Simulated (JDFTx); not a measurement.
System: WC(0001) (P-6m2 bulk; lattice of mp-1894, not re-optimised at this level), 1x1 cell of 5 atoms in 5 planes (C outermost, slab composition W2C3), area 7.37 Å² a face, 5.1 Å between the outermost planes in a cell 21.7 Å high; k mesh 8×8×1, Fermi width 0.01 Ha, no spin polarisation. Whether this polymorph is the ambient one wasn't checked.

Computed with JDFTx (a modified build): PBE, GBRV ultrasoft potentials, plane waves to 20/100 Ha. Liquid on both sides: CANDLE, water, 2 M NaF; nuclei fixed, outer atoms relaxed in vacuum. SHE scale: U = −μ/e − 4.44 V, by convention. The model has bare, unreconstructed faces and no explicit solvent. At negative charge CANDLE's numbers also depend on the cell height, by up to tenths of a volt. Convergence in thickness and k mesh wasn't tested for this slab.

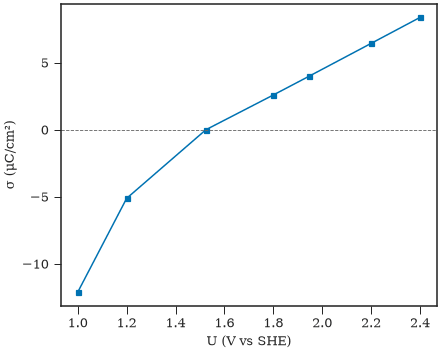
Fig. 1. Surface charge density of WC(0001) against potential

### Question
Read off the potential of zero charge and the mean capacitance σ/(U − U_pzc) at the computed point just above it.

### Answer
U_pzc ≈ 1.52 V. At 1.80 V it is about 9 μF/cm².
